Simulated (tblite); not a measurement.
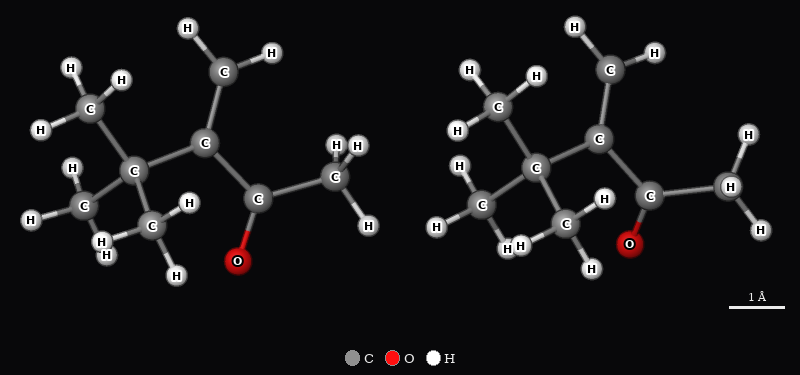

Two geometries of C8H14O, drawn at one scale. One is the start of a relaxation, the other its converged end. The picture is a ball-and-stick view, seen from a free direction.

Theory: GFN2-xTB geometry optimisation, gas phase in tblite. 

Q: Which of the two is the end point?

A: The right one is the relaxed one. The atom that moves furthest after the best rigid fit is an H atom (1.20 Å). Largest moves by element: H 1.20 Å, O 0.81 Å, C 0.58 Å. Among the contacts that change: C–C 1.356 → 1.326 Å, C–C 1.547 → 1.520 Å, C–O 1.231 → 1.207 Å, C–H 1.109 → 1.087 Å. Among the angles between lasting bonds that change: C–C–C 120.5° → 114.3°, C–C–O 119.8° → 123.3°, H–C–H 106.7° → 110.0°. Groups turn about C–C by about 45°. The energy falls by 4.61 kcal/mol in 192 geometry steps. Cost: 1.4 s on 1 thread of Arm Neoverse V1, on a shared host.
